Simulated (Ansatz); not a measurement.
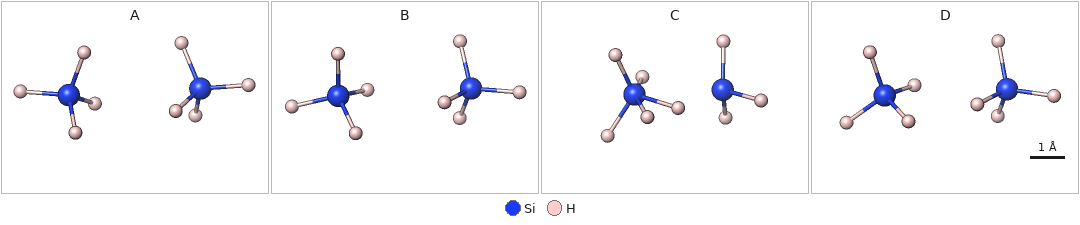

4 geometries from a converged minimum-energy path of Si2H8, made up at the start of SiH$_{4}$ and SiH₄, shuffled. The picture is a ball-and-stick view, seen at a tilt.

Method: RKS revPBE-D4/def2-SVP (Ansatz). Set-up: 7 movable images; climbing image; force threshold 0.05 eV/Å; iteration limit 60; starting path through a guess of the saddle point.

Which frame is the transition state?

Answer. C. In order along the path, whose images run from 0 to 8: A (image 0, 0.00 eV), B (image 1, +0.01 eV), D (image 2, +0.11 eV), C (image 4, +2.93 eV). Breaking: 2 H–Si (1.50 → 3.48–3.66 Å). Forming: H–H (3.11 → 0.77 Å), Si–Si (4.00 → 2.36 Å).

Limits of the set-up: the start holds two separate molecules, 3.1 Å apart at their closest, whose relative position is a soft coordinate.
